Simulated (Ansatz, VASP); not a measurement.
# Cross-check of NaF (Villiaumite) between VASP and Ansatz, part 2 of 2

One calculation is typed for both programs; each brings its own data sets and cutoff. How far apart do they land?

VASP 6.6.1 and Ansatz 0.2.0.

So far: The structure; VASP: band structure, PBE0.

## 3. Ansatz: band structure, PBE0

Level of this step: Ansatz beside VASP: Kohn-Sham DFT, plane waves, PBE0 (Ansatz).

Ansatz runs on its default PAW (the set named soft_2) files.

The same cell, functional, mesh and smearing now go to Ansatz, which takes its cutoff from its data sets.

File input.yaml:

```yaml
crystal:
  lattice:
    - [0.0, 2.32, 2.32]
    - [2.32, 0.0, 2.32]
    - [2.32, 2.32, 0.0]
  atoms:
    - { symbol: Na, position: [0.0, 0.0, 0.0] }
    - { symbol: F, position: [0.5, 0.5, 0.5] }
hamiltonian:
  xc: pbe0
  pseudopotentials: { kind: paw }
kpoints:
  mp_grid: { grid: [5, 5, 5] }
  band_path:
    path:
      - [0.0, 0.0, 0.0]
      - [0.5, 0.0, 0.5]
      - [0.5, 0.22222, 0.72222]
      - [0.40278, 0.34722, 0.75]
      - [0.125, 0.125, 0.25]
      - [0.27778, 0.27778, 0.27778]
      - [0.55556, 0.38889, 0.55556]
      - [0.58333, 0.25, 0.66667]
      - [0.5, 0.30556, 0.69444]
      - [0.48611, 0.48611, 0.52778]
      - [0.625, 0.25, 0.625]
      - [0.5, 0.0, 0.5]
    npoints: 1
scf:
  occupations: { method: gaussian, width: 0.03 }
  n_extra_bands: 7
output:
  forces: true
  stress: true
  eigenvalues: true
```

Run with:

```bash
$ ansatz run input.yaml --threads 4 --pin off --max-ram 9216MiB --backend cpu --events-out ev --progress --plain --runs-dir out
```

Numbers of over 12 decimals in the logs are rounded to 6 here.

Output:

```text
Warning: output.stress: scf.convergence.dr2_threshold = 1e-7 eV (the SCF's general default) is looser than the 2e-10 eV advised for a printed stress (1e-10 eV for each atom of the cell: 2). What an SCF threshold leaves in a stress goes as its square root, and in the free energy as the threshold itself, and one threshold admits the most on a small cell: [figures from the program's tests cut] Set scf.convergence.dr2_threshold to 2e-10 eV or tighter. The threshold is an SCF's pass mark: one that does not reach it within its budget of iterations ends unconverged, or closes short of it on a stop that the run arms, and scf.convergence.dr2_threshold's page says what that costs each kind of run
Warning: output.stress: scf.exx.energy_threshold = 1e-6 eV is looser than the 2e-8 eV advised for a stress under a hybrid functional (1e-8 eV for each atom of the cell: 2). Every SCF of the exchange loop can meet its threshold on dr2 while the loop round them stops early: no threshold on dr2 bounds what that leaves in the stress. Set scf.exx.energy_threshold to 2e-8 eV or tighter. The threshold is the loop's pass mark: a loop that does not reach it within its budget of cycles ends unconverged, and scf.exx.energy_threshold's page has the law
scf.n_extra_bands = 7 over 8 filled bands (N_el = 16.0): the run solves 15 bands
Engine: ansatz 0.2.0, aarch64-unknown-linux-gnu
Pseudopotentials: kind: paw
Pseudopotential: Na, paw, valence charge 9, recommended cutoff 420 eV (normal), Na.paw.azcp
Pseudopotential: F, paw, valence charge 7, recommended cutoff 420 eV (normal), F.paw.azcp
Functional definition: PBE0
  parameter a = 0.25
  parameter kappa = 0.804
  parameter beta = 0.066725
  exchange = (1 - a)*pbe_x(kappa = kappa, mu = beta*pi^2/3) + a*exact_x
  correlation = pbe_c(beta = beta)
Crystal: 2 atoms, lattice volume = 24.974 Å³
Basis set: ecut = 420 eV, 531 PW (Γ), exchange–correlation on 48×48×48 points (8 copies of the dense FFT grid, shifted against one another)
Bands: 15, of which v1, the nominal top of the filled ones, is band 8 counted from 1 (7 counted from 0)
Symmetry: 48 space group operations
Space group: Fm-3m (ITA 225), of the structure as read, at distance tolerance 2.9e-5 Å
k-points: 10 of 125
Non-local potential: Na, projectors of the file, l = 0: 3, l = 1: 2, l = 2: 1
Non-local potential: F, projectors of the file, l = 0: 2, l = 1: 2, l = 2: 1
PAW form: soft (Blöchl's): semilocal exchange-correlation on the pseudo side does not see the compensation charge
PAW frozen core: Na, regenerated for the run's functional, and the local potential with it (the file was generated under x = pbe(κ = 0.804, μ = 0.219515), c = pbe(β = 0.066725))
PAW frozen core: F, regenerated for the run's functional, and the local potential with it (the file was generated under x = pbe(κ = 0.804, μ = 0.219515), c = pbe(β = 0.066725))
PAW one-centre angular grid: Na, 110 points (default); XC on 64 Gauss nodes
PAW one-centre angular grid: F, 110 points (default); XC on 64 Gauss nodes
Initial density: superposition of atomic densities (neutral atoms: chi_scale 0, normalization atom), corrected by the library's trained network
Initial wavefunctions: pseudopotential atomic-orbital guess
Functional: x = pbe(κ = 0.804, μ = 0.219515), c = pbe(β = 0.066725), warm-up for x = 0.75 pbe(κ = 0.804, μ = 0.219515) + 0.25 exact, c = pbe(β = 0.066725)
SCF iter   1: F=—  HF=-2297.425063 eV  |F-HF|=—  |Δ(HF+E_count)|=         —  Δρ=5.01e-4  dr2=2.01e-5  ethr=1.77e-3  ⟨swp⟩=2.0  Hψ=984  notcnv=0
preconditioner: auto → none  [insulator: Δε(μ)=6.286 eV  Ē_g=30.113 eV  σ=0.030 eV  W_gap=1.00  n_scr=8 (ndim 8)  ℏωp=27.8 eV  f_vac=0.108  D(μ)=0.00/eV (n_scr^D=0)]
SCF iter   2: F=-2297.425191 eV  HF=-2297.425160 eV  |F-HF|=3.12e-5  |Δ(HF+E_count)|=   9.64e-5  Δρ=2.24e-4  dr2=5.56e-6  ethr=1.26e-7  ⟨swp⟩=3.4  Hψ=314  notcnv=0  defer=2
SCF 1 stopped early in 2 iterations: F = -2297.425191 eV  dr2 = 5.56e-6
  greatest PAW one-centre occupation: 0.999 electrons in one spin orbital (limit 2), on the Na atom at site 0 (counted from 0), in its partial waves of l = 0
Initial density: handed on by an earlier stage of this run
Initial wavefunctions: those handed on with the density
Functional: x = 0.75 pbe(κ = 0.804, μ = 0.219515) + 0.25 exact, c = pbe(β = 0.066725)
Frozen-core exchange: fock
SCF iter   1: F=—  HF=-2297.691956 eV  |F-HF|=—  |Δ(HF+E_count)|=         —  Δρ=8.77e-3  dr2=1.74e-2  ethr=3.47e-7  ⟨swp⟩=6.9  Hψ=693  notcnv=0
preconditioner: auto → none  [insulator: Δε(μ)=9.313 eV  Ē_g=34.268 eV  σ=0.030 eV  W_gap=1.00  n_scr=8 (ndim 8)  ℏωp=27.8 eV  f_vac=0.108  D(μ)=0.00/eV (n_scr^D=0)]
SCF iter   2: F=—  HF=-2297.686042 eV  |F-HF|=—  |Δ(HF+E_count)|=   5.91e-3  Δρ=4.85e-3  dr2=2.05e-3  ethr=3.47e-7  ⟨swp⟩=4.0  Hψ=491  notcnv=0
SCF iter   3: F=—  HF=-2297.689231 eV  |F-HF|=—  |Δ(HF+E_count)|=   3.19e-3  Δρ=1.90e-3  dr2=7.39e-4  ethr=3.47e-7  ⟨swp⟩=3.8  Hψ=337  notcnv=0  defer=1
SCF iter   4: F=—  HF=-2297.688999 eV  |F-HF|=—  |Δ(HF+E_count)|=   2.32e-4  Δρ=5.68e-4  dr2=7.33e-5  ethr=3.47e-7  ⟨swp⟩=3.0  Hψ=313  notcnv=0
SCF iter   5: F=—  HF=-2297.689080 eV  |F-HF|=—  |Δ(HF+E_count)|=   8.07e-5  Δρ=3.44e-4  dr2=2.66e-5  ethr=3.18e-7  ⟨swp⟩=2.3  Hψ=241  notcnv=0  defer=1
iter 6 solved again at ethr=1.93e-9 eV; its pass at ethr=1.36e-7 eV (dr2=3.09e-7 eV) is discarded
SCF iter   6: F=-2297.689080 eV  HF=-2297.689073 eV  |F-HF|=6.16e-6  |Δ(HF+E_count)|=   6.75e-6  Δρ=5.07e-5  dr2=3.52e-7  ethr=1.93e-9  ⟨swp⟩=2.7  Hψ=573  notcnv=0  defer=3
SCF 2 stopped early in 6 iterations: F = -2297.689080 eV  dr2 = 3.52e-7
hybrid outer 1: dexx = +4.256e-3 eV, tail = 1.21e-5 eV
Frozen-core exchange: fock
SCF iter   1: F=—  HF=-2297.689187 eV  |F-HF|=—  |Δ(HF+E_count)|=         —  Δρ=7.88e-5  dr2=1.19e-6  ethr=3.78e-7  ⟨swp⟩=4.0  Hψ=331  notcnv=0
preconditioner: auto → none  [insulator: Δε(μ)=9.228 eV  Ē_g=34.159 eV  σ=0.030 eV  W_gap=1.00  n_scr=8 (ndim 8)  ℏωp=27.8 eV  f_vac=0.142  D(μ)=0.00/eV (n_scr^D=0)]
SCF iter   2: F=—  HF=-2297.689187 eV  |F-HF|=—  |Δ(HF+E_count)|=   4.40e-7  Δρ=1.74e-5  dr2=4.67e-8  ethr=6.69e-9  ⟨swp⟩=3.0  Hψ=292  notcnv=0
SCF iter   3: F=—  HF=-2297.689187 eV  |F-HF|=—  |Δ(HF+E_count)|=   2.02e-7  Δρ=1.20e-5  dr2=2.68e-8  ethr=9.81e-11  ⟨swp⟩=3.5  Hψ=392  notcnv=0  defer=2
SCF iter   4: F=-2297.689187 eV  HF=-2297.689187 eV  |F-HF|=8.55e-11  |Δ(HF+E_count)|=   1.04e-8  Δρ=7.58e-7  dr2=2.24e-10  ethr=9.81e-11  ⟨swp⟩=3.1  Hψ=291  notcnv=0  defer=1
SCF 3 converged in 4 iterations: F = -2297.689187 eV  dr2 = 2.24e-10
  Residual-converged pass: ⟨swp⟩=2.9  Hψ=224  notcnv=0  max |occ|·‖R‖ = 2.4e-6 eV (tolerance 2.4e-6 eV)  dr2=2.24e-10  dr2_onsite=2.68e-11  max |Δocc| = 0.0e0
hybrid outer 2: dexx = +2.295e-7 eV, tail = 5.88e-9 eV, Δε = 1.92e-3 eV (about 5.34e-5 eV left of the loop's levels)
NSCF: frozen V_eff on 12 k-points
hybrid SCF converged: 2 outer / 10 inner (+2 warm-up), last move |dexx| = 2.30e-7 eV, tail = 5.88e-9 eV
Stability not checked: this state was not tested for a lower state beside it, because the functional holds exact exchange (a hybrid, or Hartree-Fock), whose exchange loop this test does not read (fock_operator; see scf.lower_state_search)
Free energy (F): -2297.689187 eV
Frozen-core exchange: fock
Harris-Foulkes:  -2297.689187 eV  (|F-HF|=8.55e-11)
Internal energy: -2297.689187 eV  (E = F + TS)
E sigma→0 (E₀):  -2297.689187 eV
Fermi energy:    3.503918 eV
--- Per-component energies (eV) ---
  E_band       = -285.180356
  E_kinetic    = 331.442646
  E_local      = -1698.686007  (includes V_loc(G=0)·N_el)
  E_nonlocal   = 187.560764
  E_hartree    = 604.440021
  E_xc         = -92.685320
  E_vxc        = -118.880350  (∫ρ·V_xc dr)
  E_exx        = -76.574998  (= α·E_x^exact, valence–valence)
  E_paw        = -415.215751  (= ΣΔE_a)
  E_vpaw       = -42.350180  (= ΣTr[D̂ρ^β])
  E_aug_tail   = 0.002005  (compensation charges beyond the density's cutoff)
  E_ewald      = -1137.910901
  E_core_change = -0.061644  (= ΣΔE_core)
  E_smearing   = -0.000000  (= −TS)
  E_closure    = 0.000000  (closes the sum)
  Σ components = -2297.689187   (vs F -2297.689187, Δ=-4.55e-13)
--- Forces (eV/Å), atoms counted from 1 ---
  atom   1  Na    -0.00000000     0.00000000     0.00000000
  atom   2  F      0.00000000    -0.00000000    -0.00000000
  max |Σ_I F_I| component: 3.10e-29 eV/Å
--- Stress (GPa, compression-positive) ---
       -0.106468      -0.000000      -0.000000
       -0.000000      -0.106468       0.000000
        0.000000       0.000000      -0.106468
  P = ⅓ Tr σ = -0.1065 GPa (-1.065 kbar)
--- Band table (eV; the first three rows and the last of 10) ---
  k-point 0: bands = [... 4 lower, -21.4205, -1.1095, -1.1095, -1.1095, 8.1172, 20.9546, 20.9546, 20.9546, ... 3 higher]
  k-point 1: bands = [... 4 lower, -21.0851, -1.7520, -1.2042, -1.2042, 9.4138, 17.8538, 21.5382, 21.5382, ... 3 higher]
  k-point 2: bands = [... 4 lower, -20.7644, -2.6004, -1.3542, -1.3542, 11.9200, 15.1595, 22.1671, 22.1671, ... 3 higher]
  k-point 9: bands = [... 4 lower, -20.9908, -2.2459, -1.8250, -1.5760, 14.0237, 15.2959, 18.0664, 19.9607, ... 3 higher]
```

Elapsed: 8.2 s, on 4 threads of Arm Neoverse V1, shared host; peak memory 0.5 GiB.

The column dr2 measures how far the density is from self-consistency, as an energy; F and HF (Harris–Foulkes) agree once it is small.

## 4. Differences

Known differences besides the PAW data sets themselves: exact exchange at q = 0 is treated differently, which shows on coarse meshes; VASP keeps PBE cores, Ansatz makes them for the functional; the data sets hold 16 valence electrons in Ansatz (default PAW (the set named soft_2) files) and 14 in VASP; the cutoff is 420 eV in Ansatz and 460 eV in VASP; VASP takes a coarser grid for exact exchange (PRECFOCK = Fast). Total energies have different zeros and are not compared.

Compared:

| quantity | Ansatz | VASP | difference |
| --- | --- | --- | --- |
| gap over the path points (eV) | 9.227 | 9.201 | +0.026 |

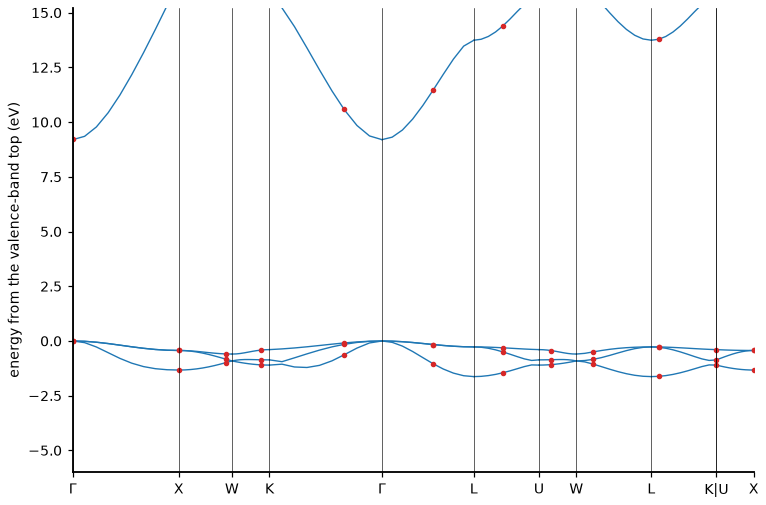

Bands from VASP (lines) and levels from Ansatz (dots). Dots without a line are higher empty bands that the VASP plot leaves out.

Levels at points of the path, from each program's valence-band top (eV; 3 filled, then empty):

| k (reciprocal lattice) | Ansatz | VASP |
| --- | --- | --- |
| 0.000 0.000 0.000 | 0.00 0.00 0.00 9.23 22.06 | 0.00 0.00 0.00 9.20 22.12 |
| 0.500 0.000 0.500 | -1.32 -0.43 -0.43 16.21 16.26 | -1.33 -0.43 -0.43 16.24 16.27 |
| 0.500 0.222 0.722 | -0.98 -0.83 -0.59 16.25 16.26 | -0.99 -0.83 -0.59 16.26 16.27 |
| 0.403 0.347 0.750 | -1.09 -0.86 -0.41 15.87 16.30 | -1.09 -0.86 -0.41 15.88 16.31 |
| 0.125 0.125 0.250 | -0.62 -0.15 -0.09 10.58 19.01 | -0.62 -0.15 -0.09 10.56 19.04 |
| 0.278 0.278 0.278 | -1.03 -0.16 -0.16 11.48 17.78 | -1.04 -0.16 -0.16 11.46 17.79 |
| 0.556 0.389 0.556 | -1.45 -0.50 -0.31 14.40 15.73 | -1.45 -0.50 -0.31 14.39 15.73 |
| 0.583 0.250 0.667 | -1.08 -0.85 -0.44 15.91 16.30 | -1.08 -0.85 -0.44 15.92 16.30 |
| 0.500 0.306 0.694 | -1.05 -0.84 -0.50 15.83 16.11 | -1.05 -0.84 -0.50 15.83 16.12 |
| 0.486 0.486 0.528 | -1.61 -0.29 -0.27 13.80 15.61 | -1.62 -0.29 -0.27 13.79 15.60 |

Among the levels compared (up to four filled and three empty ones at each point), filled levels agree within 7 meV and empty ones within 53 meV.

## 5. What came out

```json
{
  "difference in gap over the path points (band structure, PBE0)": "0.026 eV"
}
```

The difference in gap over the path points is 0.026 eV (band structure, PBE0), within the 0.08 eV picked in this series as the mark of a large difference. Differences of this kind measure data sets and numerical settings, not the functional's error against experiment.

[Lines on the potential files, build, host, timing and source positions are cut from VASP's logs without a mark.]

[Logs are printed without paths, hosts, clocks, repeated set-up lines and the standing remarks that a program may print on its own settings, such as how far it seeks lower states.]

[Hosts, paths, dates, database ids (printed as entryN), source tags and the programs' standing remarks are cut or masked in the printed files.]
